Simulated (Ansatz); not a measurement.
Process, species as SMILES: [C-]#[S+] (C-S) → C atom + S atom
B3LYP-D3(BJ)/def2-TZVP geometries, fixed; electronic energies without zero-point terms.

Basis-set convergence of the atomisation energy at PBE with Ansatz (an electronic-structure program). Cartesian d functions, on some or all atoms, in 6-31G**, 6-31+G*, 6-311G**, 6-311+G**; all else is spherical. The program fits the integrals of some runs and decomposes those of others, by size. Open shells are unrestricted. No added dispersion term, no relativity. Functions are those of the species that has most. Reference: the value in aug-cc-pV(5+d)Z, 179.68 kcal/mol, itself unsure by roughly 0.04 kcal/mol (its mean distance from pcseg-4, aug-pcseg-3, aug-cc-pV(Q+d)Z). Deviations are taken from unrounded values.

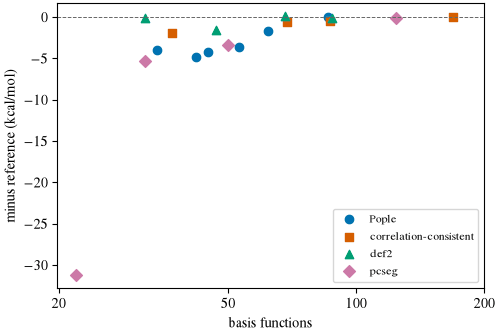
*Deviation from the reference against the number of basis functions, by family of sets.*

```tsv
basis	functions	atomisation energy (kcal/mol)	minus reference (kcal/mol)
pcseg-0	22	148.47	-31.21
def2-SVP	32	179.60	-0.09
pcseg-1	32	174.39	-5.29
6-31G**	34	175.64	-4.04
cc-pV(D+d)Z	37	177.68	-2.00
6-31+G*	42	174.86	-4.82
6-311G**	45	175.47	-4.21
def2-SVPD	47	178.15	-1.53
aug-pcseg-1	50	176.30	-3.38
6-311+G**	53	176.07	-3.62
6-311++G(2d,2p)	62	177.98	-1.70
def2-TZVP	68	179.77	0.09
cc-pV(T+d)Z	69	179.11	-0.57
6-311++G(3df,3pd)	86	179.67	-0.01
jun-cc-pV(T+d)Z	87	179.21	-0.47
def2-TZVPPD	88	179.61	-0.07
pcseg-3	124	179.51	-0.18
aug-cc-pV(Q+d)Z	169	179.64	-0.04
```
